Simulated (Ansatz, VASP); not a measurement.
# AlN in two plane-wave programs

Wanted: the spread between two codes on one cell, functional and k mesh.

Main program and level: Ansatz 0.2.0; plane waves, with VASP 6.6.1 beside it; single point at r2SCAN.

## (1) Starting point

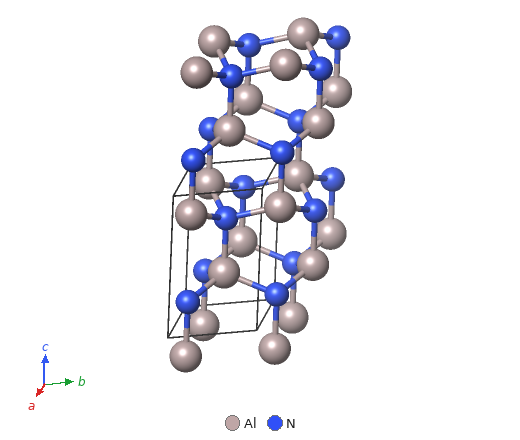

The starting structure, seen slightly off an axis (aluminium light grey, nitrogen blue). 2×2×2 cells are drawn. Some periodic images of atoms are drawn too.

## (2) VASP: single point, r2SCAN

With cell and atoms fixed, the geometry can't cause a difference; cores, projectors, grids and the points listed under the comparison can.

Lines of VASP's logs that name or quote its potential files are left out, and so is its time.

INCAR reads:

```
SYSTEM = AlN
PREC = Accurate
ENCUT = 520
EDIFF = 1E-06
NELM = 100
ISMEAR = -1
SIGMA = 0.05
LREAL = .FALSE.
ALGO = Normal
METAGGA = R2SCAN
LASPH = .TRUE.
NBANDS = 14
LORBIT = 11
LWAVE = .FALSE.
LCHARG = .FALSE.
KPAR = 4
ISIF = 2
```

POSCAR reads:

```
AlN
1.0
    3.1100000000      0.0000000000      0.0000000000
   -1.5550000000      2.6933390058      0.0000000000
    0.0000000000      0.0000000000      4.9800000000
Al N
2 2
Direct
    0.6666666667      0.3333333333      0.0000000000
    0.3333333333      0.6666666667      0.5000000000
    0.6666666667      0.3333333333      0.3820000000
    0.3333333333      0.6666666667      0.8820000000
```

KPOINTS reads:

```
Automatic mesh
0
Gamma
7 7 4
0 0 0
```

Potentials, in the order of the species: Al and N (PBE family, release 64).

Command:

```
$ mpirun -np 4 vasp_std
```

Numbers of over 12 decimals in the logs are rounded to 6 here.

The log of the run:

```text
[banner, memory and clock lines left out]
running    4 mpi-ranks, on    1 nodes
 distrk:  each k-point on    1 cores,    4 groups
 distr:  one band on    1 cores,    1 groups

 POSCAR found type information on POSCAR AlN
 POSCAR found :  2 types and       4 ions
|                                                                             |
|               ----> ADVICE to this user running VASP <----                  |
|                                                                             |
|     You enforced a specific xc type in the INCAR file but a different       |
|     [... a line on the potential file left out ...]
|     I HOPE YOU KNOW WHAT YOU ARE DOING!                                     |
|                                                                             |

 LDA part: xc-table for (None), standard interpolation
 POSCAR, INCAR and KPOINTS ok, starting setup
 FFT: planning ... GRIDC
 FFT: planning ... GRID_SOFT
 FFT: planning ... GRID
 WAVECAR not read
 entering main loop
       N       E                     dE             d eps       ncg     rms          rms(c)
DAV:   1     0.356765075515E+02    0.35677E+02   -0.77406E+03   672   0.106E+03
DAV:   2    -0.430646074522E+02   -0.78741E+02   -0.72075E+02   884   0.211E+02
DAV:   3    -0.470811580058E+02   -0.40166E+01   -0.40025E+01   900   0.510E+01
DAV:   4    -0.471109606243E+02   -0.29803E-01   -0.29800E-01   762   0.501E+00
DAV:   5    -0.471113760483E+02   -0.41542E-03   -0.41541E-03   936   0.596E-01    0.126E+01
DAV:   6    -0.381406652443E+02    0.89707E+01   -0.10035E+01   834   0.232E+01    0.518E+00
DAV:   7    -0.384137209276E+02   -0.27306E+00   -0.13015E+00   810   0.807E+00    0.336E+00
DAV:   8    -0.384654015122E+02   -0.51681E-01   -0.89943E-02   714   0.318E+00    0.870E-01
DAV:   9    -0.384553330352E+02    0.10068E-01   -0.27632E-02   864   0.135E+00    0.223E-01
DAV:  10    -0.384558892497E+02   -0.55621E-03   -0.32135E-03   816   0.389E-01    0.111E-01
DAV:  11    -0.384558022592E+02    0.86991E-04   -0.18416E-04   888   0.116E-01    0.254E-02
DAV:  12    -0.384558029335E+02   -0.67429E-06   -0.79600E-06   816   0.246E-02
   1 F= -.38455803E+02 E0= -.38455803E+02  d E =-.180243E-10
```

From OUTCAR (step 2):

```text
ion  position               nearest neighbor table
   1  0.667  0.333  0.000-   4 1.89   4 1.89   4 1.89   3 1.90   2 3.07   2 3.07   2 3.07   2 3.07
                             2 3.07   2 3.07
   2  0.333  0.667  0.500-   3 1.89   3 1.89   3 1.89   4 1.90   1 3.07   1 3.07   1 3.07   1 3.07
                             1 3.07   1 3.07
   3  0.667  0.333  0.382-   2 1.89   2 1.89   2 1.89   1 1.90
   4  0.333  0.667  0.882-   1 1.89   1 1.89   1 1.89   2 1.90

  LATTYP: Found a hexagonal cell.
 ALAT       =     3.1100000000
 C/A-ratio  =     1.6012861736

 Subroutine GETGRP returns: Found 12 space group operations
 (whereof  6 operations were pure point group operations)

The static configuration has the point symmetry C_3v.
 The point group associated with its full space group is C_6v.

 Found     24 irreducible k-points:

   k-points           NKPTS =     24   k-points in BZ     NKDIM =     24   number of bands    NBANDS=     14

   dimension x,y,z NGX =    24 NGY =   24 NGZ =   40
   dimension x,y,z NGXF=    48 NGYF=   48 NGZF=   80

   ENCUT  =  520.0 eV  38.22 Ry    6.18 a.u.   5.78  5.78  9.26*2*pi/ulx,y,z

   NELECT =      16.0000    total number of electrons

 k-points in reciprocal lattice and weights: Automatic mesh
   0.00000000  0.00000000  0.00000000       0.005
   0.14285714 -0.00000000  0.00000000       0.031
   0.28571429  0.00000000  0.00000000       0.031
   0.42857143 -0.00000000  0.00000000       0.031
   0.14285714  0.14285714  0.00000000       0.031
   0.28571429  0.14285714  0.00000000       0.061
   0.42857143  0.14285714  0.00000000       0.031
   0.28571429  0.28571429  0.00000000       0.031
   0.00000000  0.00000000  0.25000000       0.010
[...]
0.42857143  0.14285714  0.50000000       0.031
   0.28571429  0.28571429  0.50000000       0.031

 average (electrostatic) potential at core
       1 -74.5546       2 -74.5546       3 -62.7527       4 -62.7527

 E-fermi :   6.9412

 k-point     1 :       0.0000    0.0000    0.0000
  band No.  band energies     occupation
    ...
      4       5.0070      2.00000
      5       5.0070      2.00000
      6       5.6697      2.00000
      7       5.6697      2.00000
      8       5.9055      2.00000
      9      10.7942      0.00000
     10      13.4067      0.00000
     11      17.4998      0.00000
     12      17.9131      0.00000
     13      17.9131      0.00000
    ...

 k-point     2 :       0.1429   -0.0000    0.0000
  band No.  band energies     occupation
    ...
      4       3.9155      2.00000
      5       4.6613      2.00000
      6       4.6976      2.00000
      7       5.6166      2.00000
      8       5.7808      2.00000
      9      11.8214      0.00000
     10      14.3102      0.00000
     11      16.2789      0.00000
     12      16.6902      0.00000
     13      18.6844      0.00000
    ...

 k-point     3 :       0.2857    0.0000    0.0000
  band No.  band energies     occupation
    ...
      4       1.9284      2.00000
      5       3.0118      2.00000
      6       4.1591      2.00000
      7       5.2971      2.00000
      8       5.4066      2.00000
      9      12.9355      0.00000
     10      13.8577      0.00000
     11      14.6462      0.00000
     12      17.1354      0.00000
     13      18.3141      0.00000
    ...

  Total       -0.2655229     -0.2655229     -0.2379400      0.0000000      0.0000000      0.0000000
  in kB      -10.1983945    -10.1983945     -9.1389707      0.0000000      0.0000000      0.0000000
  external PRESSURE =      -9.8452532 kB  Pullay stress =       0.0000000 kB

  energy-cutoff  :      520.00
  volume of cell :       41.71
      direct lattice vectors                 reciprocal lattice vectors
     3.110000000  0.000000000  0.000000000     0.321543408  0.185643173  0.000000000
    -1.555000000  2.693339006  0.000000000     0.000000000  0.371286347  0.000000000
     0.000000000  0.000000000  4.980000000     0.000000000  0.000000000  0.200803213

 POSITION                                       TOTAL-FORCE (eV/Angst)
 -----------------------------------------------------------------------------------
      1.55500      0.89778      0.00000        -0.000000      0.000000      0.015992
     -0.00000      1.79556      2.49000         0.000000     -0.000000      0.015992
      1.55500      0.89778      1.90236         0.000000     -0.000000     -0.015992
     -0.00000      1.79556      4.39236        -0.000000      0.000000     -0.015992
 -----------------------------------------------------------------------------------
    total drift:                               -0.000000     -0.000000     -0.017690

  FREE ENERGIE OF THE ION-ELECTRON SYSTEM (eV)
  ---------------------------------------------------
  free  energy   TOTEN  =       -38.4558029335 eV

  energy  without entropy=      -38.4558029334  energy(sigma->0) =      -38.45580293

 total charge
# of ion       s       p       d       tot
------------------------------------------
    1        0.367   0.448   0.000   0.815
    2        0.367   0.448   0.000   0.815
    3        1.230   2.671   0.000   3.901
    4        1.230   2.671   0.000   3.901
--------------------------------------------------
tot          3.194   6.239   0.000   9.432

[... 3 further parts left out ...]
```

The run ends at a pressure of -0.98 GPa, with forces up to 0.016 eV/Å.

## (3) Ansatz: single point, r2SCAN

Ansatz runs on its default PAW (the set named soft_2) files.

The same cell, functional, mesh and smearing now go to Ansatz, which takes its cutoff from its data sets.

input.yaml reads:

```yaml
crystal:
  lattice:
    - [3.11, 0.0, 0.0]
    - [-1.555, 2.6933390058, 0.0]
    - [0.0, 0.0, 4.98]
  atoms:
    - { symbol: Al, position: [0.6666666667, 0.3333333333, 0.0] }
    - { symbol: Al, position: [0.3333333333, 0.6666666667, 0.5] }
    - { symbol: "N", position: [0.6666666667, 0.3333333333, 0.382] }
    - { symbol: "N", position: [0.3333333333, 0.6666666667, 0.882] }
hamiltonian:
  xc: r2scan
  pseudopotentials: { kind: paw }
kpoints:
  mp_grid: { grid: [7, 7, 4] }
scf:
  occupations: { method: fermi_dirac, width: 0.05 }
  n_extra_bands: 5
output:
  forces: true
  stress: true
  eigenvalues: true
```

Command:

```
$ ansatz run input.yaml --threads 2 --pin off --max-ram 4608MiB --backend cpu --events-out ev --progress --plain --runs-dir out
```

The log of the run:

```text
scf.n_extra_bands = 5 over 8 filled bands (N_el = 16.0): the run solves 13 bands
Engine: ansatz 0.2.0, x86_64-unknown-linux-gnu
Pseudopotentials: kind: paw
Pseudopotential: Al, paw, valence charge 3, recommended cutoff 500 eV (meta_gga), Al.paw.azcp
Pseudopotential: N, paw, valence charge 5, recommended cutoff 500 eV (meta_gga), N.paw.azcp
Functional definition: r2SCAN
  parameter k0 = 0.174
  parameter k1 = 0.065
  parameter a1 = 4.9479
  exchange = r2scan_x(k0 = k0, k1 = k1, a1 = a1)
  correlation = r2scan_c
Crystal: 4 atoms, lattice volume = 41.714 Å³
Basis set: ecut = 500 eV, 1087 PW (Γ), exchange–correlation on 96×96×160 points (64 copies of the dense FFT grid, shifted against one another)
Bands: 13, of which v1, the nominal top of the filled ones, is band 8 counted from 1 (7 counted from 0)
Symmetry: 12 space group operations
Space group: P63mc (ITA 186), of the structure as read, at distance tolerance 3.5e-5 Å
k-points: 24 of 196 (time reversal used)
Non-local potential: Al, projectors of the file, l = 0: 2, l = 1: 2, l = 2: 1
Non-local potential: N, projectors of the file, l = 0: 2, l = 1: 2, l = 2: 1
PAW form: soft (Blöchl's): semilocal exchange-correlation on the pseudo side does not see the compensation charge
PAW frozen core: Al, regenerated for the run's functional (the file was generated under x = pbe(κ = 0.804, μ = 0.219515), c = pbe(β = 0.066725))
PAW frozen core: N, regenerated for the run's functional (the file was generated under x = pbe(κ = 0.804, μ = 0.219515), c = pbe(β = 0.066725))
PAW one-centre angular grid: Al, 302 points (default); XC on 160 Gauss nodes
PAW one-centre angular grid: N, 302 points (default); XC on 160 Gauss nodes
Initial density: superposition of atomic densities (neutral atoms: chi_scale 0, normalization atom), corrected by the library's trained network
Initial wavefunctions: pseudopotential atomic-orbital guess
Functional: x = r2scan, c = r2scan; τ floored in thin density (d = 2e-4 eV/Å³)
SCF iter   1: F=—  HF=-1856.828194 eV  |F-HF|=—  |Δ(HF+E_count)|=         —  Δρ=6.56e-3  dr2=1.76e-2  dr2_τ=3.12e-1  ethr=1.77e-3  ⟨swp⟩=5.6  Hψ=2004  notcnv=0
preconditioner: auto → none  [insulator: Δε(μ)=4.752 eV  Ē_g=14.916 eV  σ=0.050 eV  W_gap=1.00  n_scr=2 (ndim 8)  ℏωp=23.0 eV  f_vac=0.000  D(μ)=0.00/eV (n_scr^D=0)  ε∞_Penn≈3.4]
SCF iter   2: F=—  HF=-1856.970309 eV  |F-HF|=—  |Δ(HF+E_count)|=   1.42e-1  Δρ=4.50e-3  dr2=3.82e-3  dr2_τ=2.92e-4  ethr=1.10e-4  ⟨swp⟩=2.5  Hψ=809  notcnv=0  defer=24
SCF iter   3: F=—  HF=-1856.969981 eV  |F-HF|=—  |Δ(HF+E_count)|=   3.29e-4  Δρ=6.72e-4  dr2=1.39e-4  dr2_τ=5.91e-5  ethr=2.39e-5  ⟨swp⟩=1.2  Hψ=298  notcnv=0  defer=24
SCF iter   4: F=—  HF=-1856.969968 eV  |F-HF|=—  |Δ(HF+E_count)|=   1.22e-5  Δρ=1.88e-4  dr2=1.55e-5  dr2_τ=9.11e-7  ethr=8.68e-7  ⟨swp⟩=2.1  Hψ=453  notcnv=0  defer=24
SCF iter   5: F=—  HF=-1856.969965 eV  |F-HF|=—  |Δ(HF+E_count)|=   3.52e-6  Δρ=4.70e-5  dr2=1.09e-6  dr2_τ=1.09e-7  ethr=9.71e-8  ⟨swp⟩=2.0  Hψ=468  notcnv=0  defer=24
SCF iter   6: F=—  HF=-1856.969965 eV  |F-HF|=—  |Δ(HF+E_count)|=   2.11e-8  Δρ=2.22e-5  dr2=2.45e-7  dr2_τ=4.60e-9  ethr=6.25e-10  ⟨swp⟩=8.1  Hψ=1819  notcnv=0
SCF iter   7: F=-1856.969965 eV  HF=-1856.969965 eV  |F-HF|=1.02e-8  |Δ(HF+E_count)|=   2.52e-8  Δρ=6.20e-6  dr2=1.90e-8  dr2_τ=4.24e-10  ethr=6.25e-10  ⟨swp⟩=4.0  Hψ=945  notcnv=0
SCF 1 converged in 7 iterations: F = -1856.969965 eV  dr2 = 1.90e-8
  greatest PAW one-centre occupation: 0.794 electrons in one spin orbital (limit 2), on the N atom at site 3 (counted from 0), in its partial waves of l = 0
SCF converged after 7 iterations
Free energy (F): -1856.969965 eV
Harris-Foulkes:  -1856.969965 eV  (|F-HF|=1.02e-8)
Internal energy: -1856.969965 eV  (E = F + TS)
E sigma→0 (E₀):  -1856.969965 eV
Fermi energy:    9.347882 eV
--- Per-component energies (eV) ---
  E_band       = 22.821530
  E_kinetic    = 321.149214
  E_local      = -449.145316  (includes V_loc(G=0)·N_el)
  E_nonlocal   = 108.470788
  E_hartree    = 157.485104
  E_xc         = -197.758409
  E_vxc        = -238.403028  (∫ρ·V_xc dr)
  E_paw        = -1204.900239  (= ΣΔE_a)
  E_vpaw       = -47.019189  (= ΣTr[D̂ρ^β])
  E_aug_tail   = 0.000037  (compensation charges beyond the density's cutoff)
  E_vtau       = 12.801906  (kinetic-family band-sum trace: ∫τ·v_τ [+ j·A + Jᵃ·Aᵃ] dr)
  E_ewald      = -592.091798
  E_core_change = -0.179345  (= ΣΔE_core)
  E_smearing   = -0.000000  (= −TS)
  E_closure    = -0.000000  (closes the sum)
  Σ components = -1856.969965   (vs F -1856.969965, Δ=0.00e0)
--- Forces (eV/Å), atoms counted from 1 ---
  atom   1  Al     0.00000000     0.00000000     0.01705660
  atom   2  Al     0.00000000     0.00000000     0.01705660
  atom   3  N     -0.00000000     0.00000000    -0.01704978
  atom   4  N      0.00000000     0.00000000    -0.01704978
  max |Σ_I F_I| component: 1.36e-5 eV/Å
--- Stress (GPa, compression-positive) ---
       -0.548898       0.000000       0.000000
        0.000000      -0.548898       0.000000
        0.000000       0.000000      -0.462613
  P = ⅓ Tr σ = -0.5201 GPa (-5.201 kbar)
--- Band table (eV; the first three rows and the last of 24) ---
  k-point 0: bands = [... 4 lower, 6.0128, 6.6771, 6.6771, 6.9125, 11.7618, 14.4020, 18.4918, 18.9297, ... 1 higher]
  k-point 1: bands = [... 4 lower, 6.1053, 6.1053, 6.5750, 6.5750, 12.7340, 14.5016, 18.1423, 18.8866, ... 1 higher]
  k-point 2: bands = [... 4 lower, 6.3353, 6.3353, 6.3353, 6.3353, 14.1113, 14.1113, 18.2037, 18.2037, ... 1 higher]
  k-point 23: bands = [... 4 lower, 3.3837, 3.3837, 6.0387, 6.0387, 14.5440, 14.5440, 16.1855, 16.1855, ... 1 higher]
```

Wall time 1.4 s (2 threads of Intel Xeon Platinum 8488C (Sapphire Rapids), shared host); peak memory 0.43 GiB; 2.5 s of CPU time.

The run ends at a pressure of -0.52 GPa, with forces up to 0.017 eV/Å.

## (4) Differences

Known differences besides the PAW data sets themselves: VASP keeps PBE cores, Ansatz makes them for the functional; the cutoff is 500 eV in Ansatz and 520 eV in VASP. Total energies have different zeros and are not compared.

Both answers:

```csv
quantity,Ansatz,VASP,difference
pressure (GPa),-0.52,-0.98,+0.46
gap on the k mesh (eV),4.849,4.889,-0.039
```

## (5) Outcome

```json
{
  "difference in gap on the k mesh (single point, r2SCAN)": "-0.039 eV"
}
```

**Reading.** The difference in gap on the k mesh is -0.039 eV (single point, r2SCAN), within the 0.08 eV picked in this series as the mark of a large difference. How closely two codes agree says nothing of how well the functional describes the real material.

[Lines on the potential files, build, host, timing and source positions are cut from VASP's logs without a mark.]

[Logs are printed without paths, hosts, clocks, repeated set-up lines and the standing remarks that a program may print on its own settings, such as how far it seeks lower states.]

[Hosts, paths, dates, database ids (printed as entryN), source tags and the programs' standing remarks are cut or masked in the printed files.]
